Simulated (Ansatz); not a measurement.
# AlCl2Br (AlBrCl₂): the relaxed shape and its frontier levels

What does AlCl2Br (AlBrCl₂) look like as a singlet, and where do its frontier electrons sit?

Method: RKS PBE0-D4/def2-TZVP; program: Ansatz 0.2.0, Gaussian basis.

The runs, in order: relaxation at B3LYP-D4/def2-SVP; a search for the lowest solution at PBE0-D4/def2-SVP; a single point at PBE0-D4/def2-TZVP; harmonic vibrations at B3LYP-D4/def2-SVP.

**1. The system as given**

4 atoms, charge 0, spin multiplicity 1.

Atoms are counted from 1 here; the program's logs count them from 0.

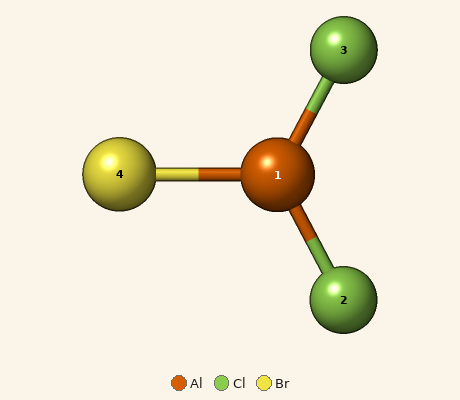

The starting geometry (aluminium orange, chlorine green, bromine yellow); atoms are numbered from 1 in the order of the file.

The start is a GFN2-xTB geometry.

**2. Optimising with B3LYP-D4/def2-SVP**

File in.yaml:

```yaml
crystal:
  periodic: [false, false, false]
  atoms:
    - {symbol: Al, position_ang: [0.046930, 0.079720, -0.000700]}
    - {symbol: Cl, position_ang: [2.066630, -0.024840, 0.012910]}
    - {symbol: Cl, position_ang: [-1.008170, 1.804090, -0.017320]}
    - {symbol: Br, position_ang: [-1.105390, -1.858970, 0.005120]}
basis:
  gaussian: {orbitals: def2-SVP}
hamiltonian: {xc: {name: B3LYP}, dispersion: d4}
scf: {omitted_lower_state_checks: [starts]}
output: {orbitals: {seedname: orbitals}}
relax: {f_tol: 0.02, max_steps: 100}
```

On the command line:

```bash
> ansatz run in.yaml --threads 4 --pin off --events-out ev --progress --plain --max-ram 3916MiB
```

Output (excerpt; [...] marks lines left out):

```text
Functional definition: B3LYP
  name "B3LYP"
  cite "Stephens, Devlin, Chabalowski & Frisch, J. Phys. Chem. 98, 11623 (1994) doi:10.1021/j100096a001"
  cite "Becke, Phys. Rev. A 38, 3098 (1988) doi:10.1103/PhysRevA.38.3098"
  cite "Lee, Yang & Parr, Phys. Rev. B 37, 785 (1988) doi:10.1103/PhysRevB.37.785"
  cite "Vosko, Wilk & Nusair, Can. J. Phys. 58, 1200 (1980) doi:10.1139/p80-159"
[...]
837 factors; integrals over basis functions are off by at most 4.8e-4 eV
[...]
mean field -101677.68571447 eV, -3736.5860303961 hartree, gradient 1.5e-5 eV, S^2 0.000000; 0 other end points of the search recorded, 0 dependent functions left out
[...]
reference -101677.68594231 eV, -3736.5860387692 hartree; 41, 41 occupied and 45, 45 virtual orbitals, 837 factors
relax step   1: F+E_penalty+E_count = -101677.93559922 eV  Δ(F+E_penalty+E_count) = +0.000e0 eV  max|allowed force component| = 1.368e0 eV/Å  Δτ_max = 0.0000 Å  (23 SCF iters, accepted)
[...]
relax step   3: F+E_penalty+E_count = -101678.03005586 eV  Δ(F+E_penalty+E_count) = -1.827e-3 eV  max|allowed force component| = 2.209e-2 eV/Å  Δτ_max = 0.0085 Å  (25 SCF iters, accepted)
[...]
relax step   4: F+E_penalty+E_count = -101678.03008281 eV  Δ(F+E_penalty+E_count) = -2.695e-5 eV  max|allowed force component| = 1.409e-3 eV/Å  Δτ_max = 0.0009 Å  (19 SCF iters, accepted)
[...]
837 factors; integrals over basis functions are off by at most 5.1e-4 eV
[...]
mean field -101677.78590154 eV, -3736.5897122031 hartree, gradient 5.1e-5 eV, S^2 0.000000; 0 other end points of the search recorded, 0 dependent functions left out
[...]
reference -101677.78613083 eV, -3736.5897206293 hartree; 41, 41 occupied and 45, 45 virtual orbitals, 837 factors
Total energy: -101678.03031210 eV, -3736.5986941253 hartree
Atom 0 at     0.016928     0.028464    -0.000075 Å, force     0.000869     0.001409     0.000003 eV/Å
Atom 1 at     2.103890     0.011454     0.012743 Å, force    -0.000544     0.000054    -0.000006 eV/Å
Atom 2 at    -0.994317     1.854095    -0.017716 Å, force     0.000292    -0.000431     0.000002 eV/Å
Atom 3 at    -1.126502    -1.894014     0.005058 Å, force    -0.000617    -0.001032     0.000001 eV/Å
Dipole moment:    -0.020556    -0.034557     0.000090 e Å
Checks for a lower state left out: starts
```

Wall time 4.5 s (4 threads of Arm Neoverse V2, shared host).

Step by step:

```tsv
step	energy from step 1 (eV)	largest force component (eV/Å)
1	0.0000	1.3684
2	-0.0926	0.1390
3	-0.0945	0.0221
4	-0.0945	0.0014
```

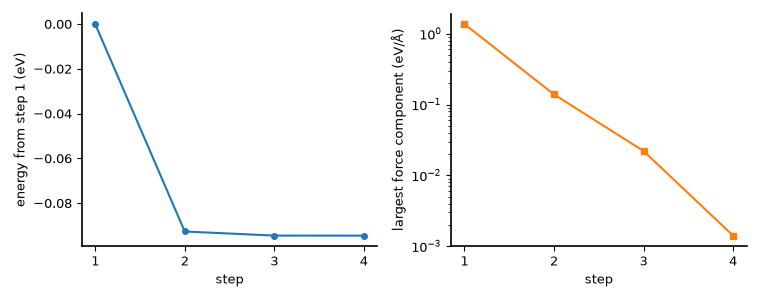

Energy and force, step by step.

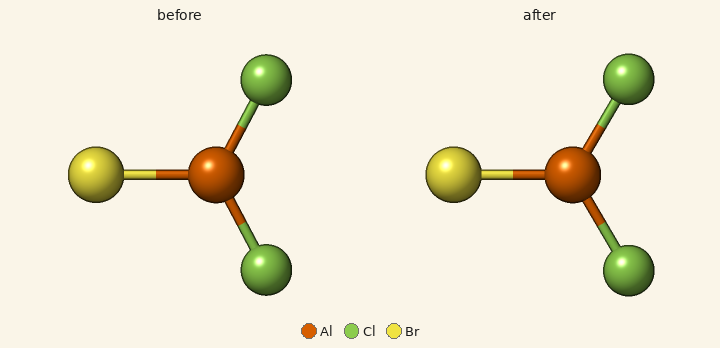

Before and after, at one scale.

Distances of close pairs at the start and the end, largest changes first:

```tsv
bond	before (Å)	after (Å)	change (Å)
Al1–Cl3	2.022	2.087	+0.065
Al1–Cl2	2.022	2.087	+0.065
Al1–Br4	2.255	2.237	-0.018
```

Bonds by kind at the end (by distance):

```tsv
bond	count	shortest (Å)	longest (Å)
Al–Cl	2	2.087	2.087
Al–Br	1	2.237	2.237
```

**3. Searching for the lowest solution, PBE0-D4/def2-SVP**

start.molden holds the orbitals of an earlier run on this state, given as this run's starting guess.

File in.yaml:

```yaml
crystal:
  periodic: [false, false, false]
  atoms:
    - {symbol: Al, position_ang: [0.016928, 0.028464, -0.000075]}
    - {symbol: Cl, position_ang: [2.103890, 0.011454, 0.012743]}
    - {symbol: Cl, position_ang: [-0.994317, 1.854095, -0.017716]}
    - {symbol: Br, position_ang: [-1.126502, -1.894014, 0.005058]}
basis:
  gaussian: {orbitals: def2-SVP, initial_orbitals: start.molden}
hamiltonian: {xc: pbe0, dispersion: d4}
output: {orbitals: {seedname: orbitals}}
```

The command is unchanged.

Output:

```text
Functional definition: PBE0
  name "PBE0"
  cite "Adamo & Barone, J. Chem. Phys. 110, 6158 (1999) doi:10.1063/1.478522"
  cite "Perdew, Burke & Ernzerhof, Phys. Rev. Lett. 77, 3865 (1996) doi:10.1103/PhysRevLett.77.3865"
  parent pbe
  parameter a = 0.25
  parameter kappa = 0.804
  parameter beta = 0.06672455060314922
  exchange = (1 - a)*pbe_x(kappa = kappa, mu = beta*pi^2/3) + a*exact_x
  correlation = pbe_c(beta = beta)
777 factors; integrals over basis functions are off by at most 1.1e-3 eV
mean field evaluation 1: about -101656.4133 eV, gradient 3.7e0 eV
mean field evaluation 2: about -101656.4318 eV, gradient 1.6e-2 eV
mean field evaluation 4: about -101656.4791 eV, gradient 3.2e-4 eV
mean field evaluation 8: about -101655.6958 eV, gradient 1.6e1 eV
mean field evaluation 16: about -101656.4791 eV, gradient 8.6e-3 eV
mean field -101656.47909148 eV, -3735.8067013756 hartree, gradient 1.7e-5 eV, S^2 0.000000; 1 other end points of the search recorded, 0 dependent functions left out
reference -101656.47911546 eV, -3735.8067022567 hartree; 41, 41 occupied and 45, 45 virtual orbitals, 777 factors
Total energy: -101656.60752623 eV, -3735.8114212655 hartree
```

It took 1.1 s on 4 threads of Arm Neoverse V2, shared host.

HOMO -8.88 eV, LUMO -1.31 eV.

**4. Single point, PBE0-D4/def2-TZVP**

Edit in.yaml of step 3 so:

```diff
@@ -8,4 +8,5 @@
 basis:
-  gaussian: {orbitals: def2-SVP, initial_orbitals: start.molden}
+  gaussian: {orbitals: def2-TZVP, initial_orbitals: start.molden}
 hamiltonian: {xc: pbe0, dispersion: d4}
-output: {orbitals: {seedname: orbitals}}
+scf: {omitted_lower_state_checks: [starts]}
+output: {forces: true, orbitals: {seedname: orbitals}}
```

Launched as before.

Output (excerpt; [...] marks lines left out):

```text
Functional definition: PBE0
  name "PBE0"
  cite "Adamo & Barone, J. Chem. Phys. 110, 6158 (1999) doi:10.1063/1.478522"
  cite "Perdew, Burke & Ernzerhof, Phys. Rev. Lett. 77, 3865 (1996) doi:10.1103/PhysRevLett.77.3865"
  parent pbe
[...]
1228 factors; their error is unknown
[...]
mean field -101675.92131510 eV, -3736.5211899150 hartree, gradient 1.8e-5 eV, S^2 0.000000; 0 other end points of the search recorded, 0 dependent functions left out
[...]
reference -101675.92134240 eV, -3736.5211909183 hartree; 41, 41 occupied and 118, 118 virtual orbitals, 1228 factors
Total energy: -101676.04975317 eV, -3736.5259099271 hartree
Atom 0 at     0.016928     0.028464    -0.000075 Å, force     0.062934     0.105813    -0.000282 eV/Å
Atom 1 at     2.103890     0.011454     0.012743 Å, force    -0.303976    -0.002131    -0.001838 eV/Å
Atom 2 at    -0.994317     1.854095    -0.017716 Å, force     0.143244    -0.268112     0.002559 eV/Å
Atom 3 at    -1.126502    -1.894014     0.005058 Å, force     0.097799     0.164431    -0.000439 eV/Å
Dipole moment:    -0.024038    -0.040416     0.000108 e Å
Checks for a lower state left out: starts
```

Run time: 2.6 s. Hardware: 4 threads of Arm Neoverse V2, shared host.

From the report: HOMO -8.98 eV, LUMO -1.48 eV.

Mulliken charges, from this run's orbitals:

```tsv
atom	value (e)
Al1	0.59
Cl2	-0.20
Cl3	-0.20
Br4	-0.18
```

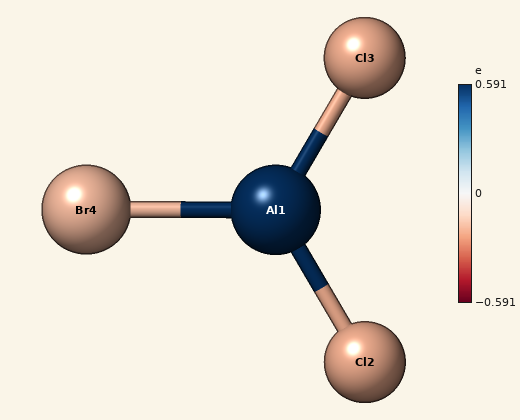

Mulliken charges, from this run's orbitals, as colours on the atoms.

Largest Mayer bond orders: Al1–Br4 1.25; Al1–Cl2 1.24; Al1–Cl3 1.24.

The fields below are evaluated on a grid from the run's orbitals.

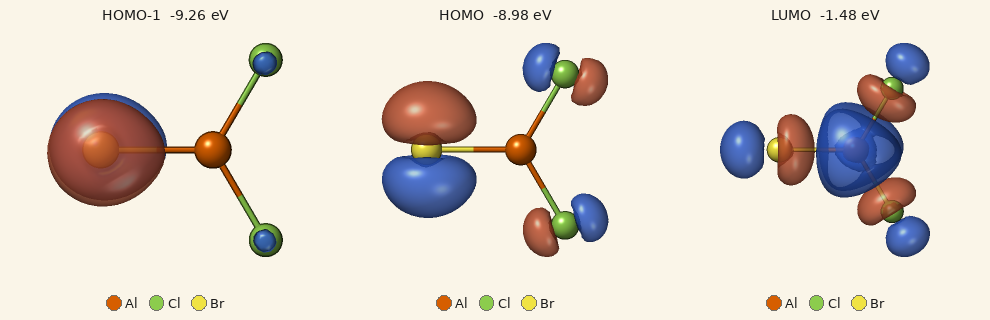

PBE0-D4/def2-TZVP orbitals near the gap, drawn at the value that encloses 70 % of each; the two colours are the two signs.

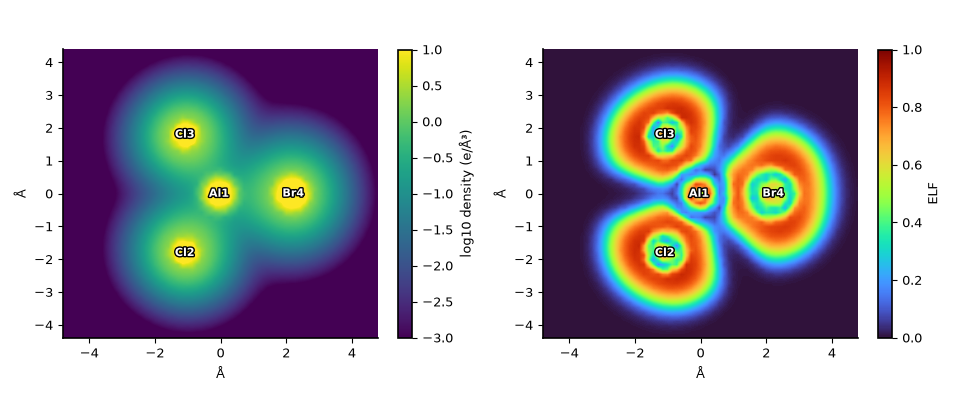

Density (left) and ELF (right) in a plane through or near 4 of the atoms.

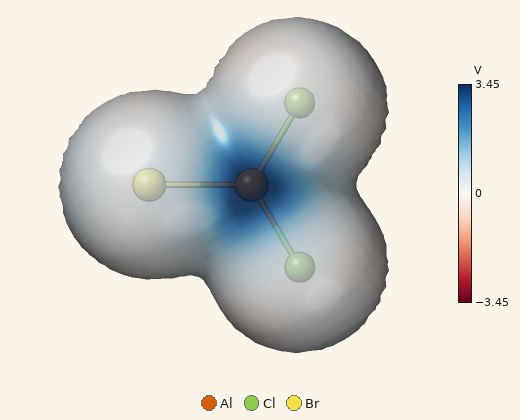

The potential that a unit positive charge feels on the 0.002 e/bohr³ surface, from -0.20 V near Cl3 to 3.45 V near Al1.

**5. Vibrations by finite differences**

Edit in.yaml of step 4 so:

```diff
@@ -8,5 +8,5 @@
 basis:
-  gaussian: {orbitals: def2-TZVP, initial_orbitals: start.molden}
-hamiltonian: {xc: pbe0, dispersion: d4}
+  gaussian: {orbitals: def2-SVP}
+hamiltonian: {xc: {name: B3LYP}, dispersion: d4}
 scf: {omitted_lower_state_checks: [starts]}
-output: {forces: true, orbitals: {seedname: orbitals}}
+phonons: {temperatures: {t_min: 298.15, t_max: 900, t_step: 200}}
```

Same command.

Output (excerpt; [...] marks lines left out):

```text
Functional definition: B3LYP
  name "B3LYP"
  cite "Stephens, Devlin, Chabalowski & Frisch, J. Phys. Chem. 98, 11623 (1994) doi:10.1021/j100096a001"
  cite "Becke, Phys. Rev. A 38, 3098 (1988) doi:10.1103/PhysRevA.38.3098"
  cite "Lee, Yang & Parr, Phys. Rev. B 37, 785 (1988) doi:10.1103/PhysRevB.37.785"
  cite "Vosko, Wilk & Nusair, Can. J. Phys. 58, 1200 (1980) doi:10.1139/p80-159"
[...]
836 factors; integrals over basis functions are off by at most 3.6e-4 eV
[...]
mean field -101677.78590056 eV, -3736.5897121671 hartree, gradient 1.3e-5 eV, S^2 0.000000; 0 other end points of the search recorded, 0 dependent functions left out
[...]
reference -101677.78612985 eV, -3736.5897205933 hartree; 41, 41 occupied and 45, 45 virtual orbitals, 836 factors
[...]
836 factors; integrals over basis functions are off by at most 3.6e-4 eV
[...]
836 factors; integrals over basis functions are off by at most 3.6e-4 eV
[...]
mean field -101677.78595838 eV, -3736.5897142917 hartree, gradient 2.0e-6 eV, S^2 0.000000; 0 other end points of the search recorded, 0 dependent functions left out
[...]
reference -101677.78618769 eV, -3736.5897227189 hartree; 41, 41 occupied and 45, 45 virtual orbitals, 836 factors
Total energy: -101678.03031114 eV, -3736.5986940900 hartree
Atom 0 at     0.016928     0.028464    -0.000075 Å, force     0.000849     0.001427    -0.000004 eV/Å
Atom 1 at     2.103890     0.011454     0.012743 Å, force    -0.000533     0.000055    -0.000004 eV/Å
Atom 2 at    -0.994317     1.854095    -0.017716 Å, force     0.000302    -0.000442     0.000005 eV/Å
Atom 3 at    -1.126502    -1.894014     0.005058 Å, force    -0.000619    -0.001040     0.000003 eV/Å
Dipole moment:    -0.020554    -0.034558     0.000092 e Å
Vibrations: 123.08 135.60 192.20 321.39 567.28 624.87 cm⁻¹, zero-point energy 0.121779 eV
Checks for a lower state left out: starts
```

Wall time 6 s (4 threads of Arm Neoverse V2, shared host).

Motions are named by where the mode's potential energy lies. The modes, unscaled (a negative number is an imaginary wavenumber):

```tsv
mode	cm⁻¹	motion
1	123	bend
2	136	bend
3	192	out-of-plane bend
4	321	Al–Br and Al–Cl stretch
5	567	Al–Cl and Al–Br stretch
6	625	Al–Cl stretch
```

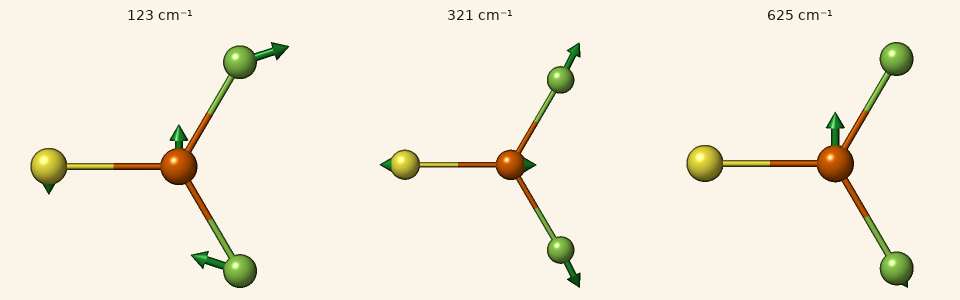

Displacements of 3 modes, as arrows.

**6. Outcome**

| quantity | value |
| --- | --- |
| point group | C2v |
| commonest bond | Al–Cl, 2 of mean length 2.087 Å |
| HOMO, LUMO at PBE0-D4/def2-TZVP | -8.98, -1.48 eV |
| dipole at B3LYP-D4/def2-SVP | 0.19 D |
| lowest, highest wavenumber | 123, 625 cm⁻¹ |

**Reading.** The molecule keeps its bonding pattern by the stored test; the atoms moved 0.05 Å (rms). All wavenumbers are real: a minimum at this level. The HOMO lies nearest to Br4 76 %; Cl2, Cl3 about 11 % each and the LUMO to Al1 52 %; Br4 19 %.
